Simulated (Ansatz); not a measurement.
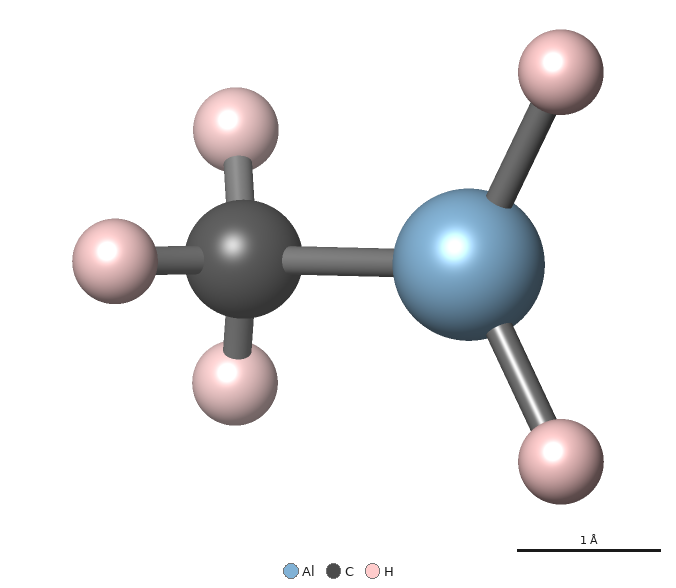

What does the picture show?

Formula CH₅Al. The point group is Cs. Coordination: 1 Al trigonal planar; 1 C tetrahedral.

More results for the same structure follow; atom numbers are the same in all pictures, views and colours differ. Computed geometry: PBE0-D4/def2-TZVP optimisation.

## Geometry

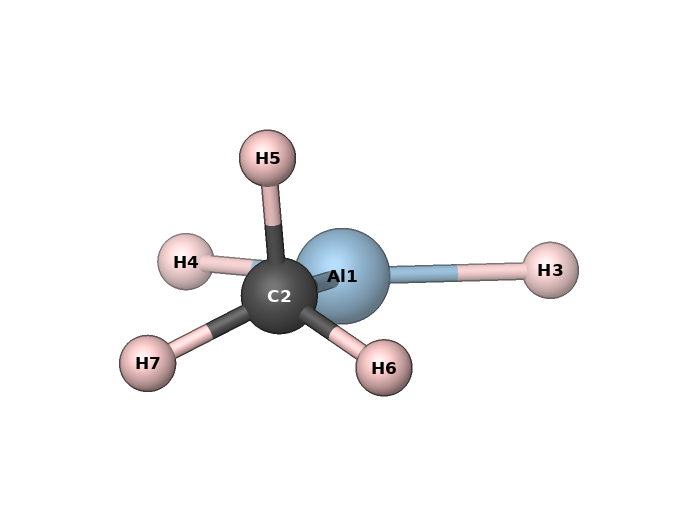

Al1 lies behind C2. The molecule seen a little off the C2–Al1 bond, C2 in front. Atoms fade into the background with distance from the viewer.

> What is the torsion angle H5–C2–Al1–H3? The sign is positive where the front bond must turn clockwise to cover the back bond.

90°, about perpendicular.

## Vibrations

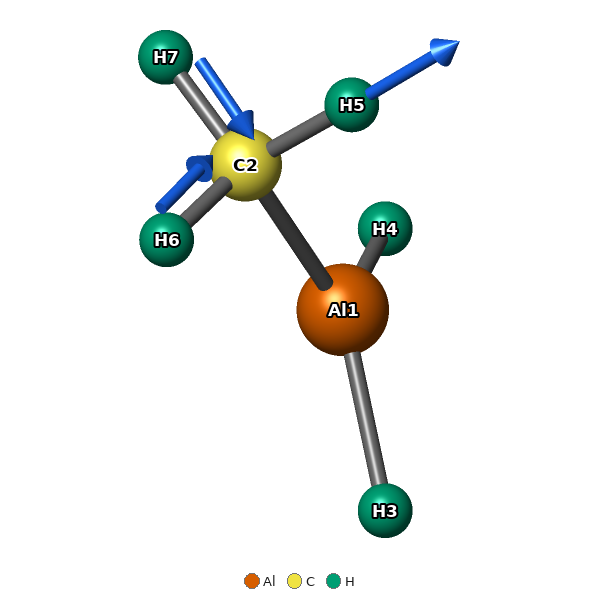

The arrows show one normal mode. Harmonic vibrations computed with RKS PBE0-D4/def2-TZVP (Ansatz 0.2.0) at a stationary point of the same level.

> What kind of motion is it?

Mostly out-of-phase stretching of 3 C–H bonds.

> At what wavenumber does it lie?

3104 cm⁻¹; it is mode 14 of 15 counted from the lowest.

## Dipole moment

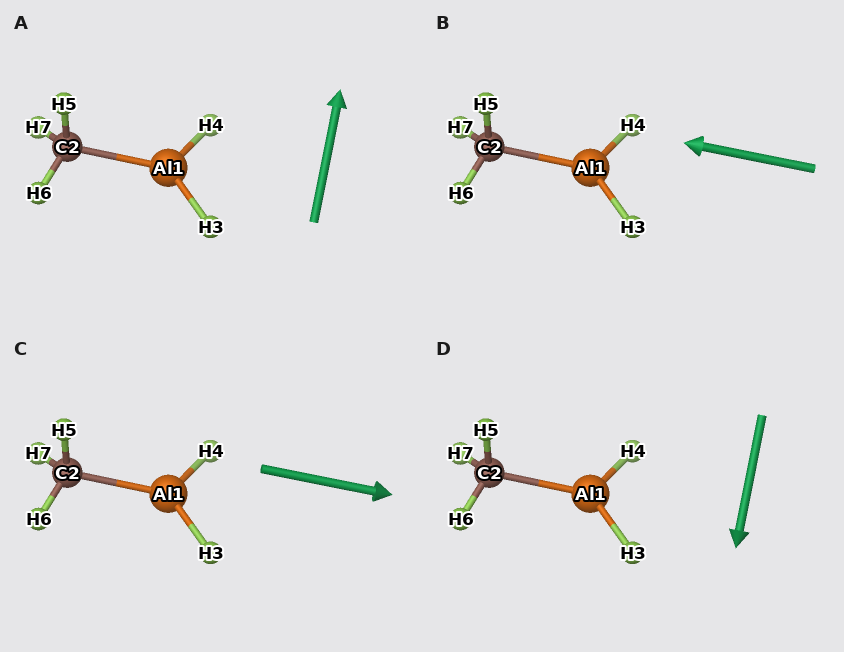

The same molecule four times, each with an arrow. Properties computed with RKS PBE0-D4/def2-TZVP (Ansatz 0.2.0).

> Which arrow points along the dipole moment, from the negative to the positive end?

B. The dipole moment is 0.76 D; it points from the side of H3, H4 to the side of H5, H6, H7 (the outermost atoms at the two ends).

## Charges

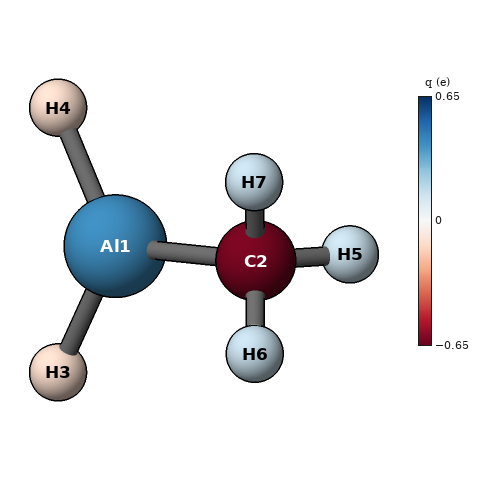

Atoms are coloured by their Mulliken charges. Method: RKS PBE0-D4/def2-TZVP (Ansatz 0.2.0).

> Which atom carries the highest charge (most positive or least negative)?

Al1 (0.40 e).

> And the lowest?

C2 (−0.61 e).

Give the Mulliken charges atom by atom.

| atom | value (e) |
| --- | --- |
| Al1 | 0.40 |
| C2 | −0.61 |
| H3 | −0.11 |
| H4 | −0.11 |
| H5 | 0.14 |
| H6 | 0.14 |
| H7 | 0.14 |

Mulliken values depend strongly on the basis set and can even reverse the polarity of a bond.
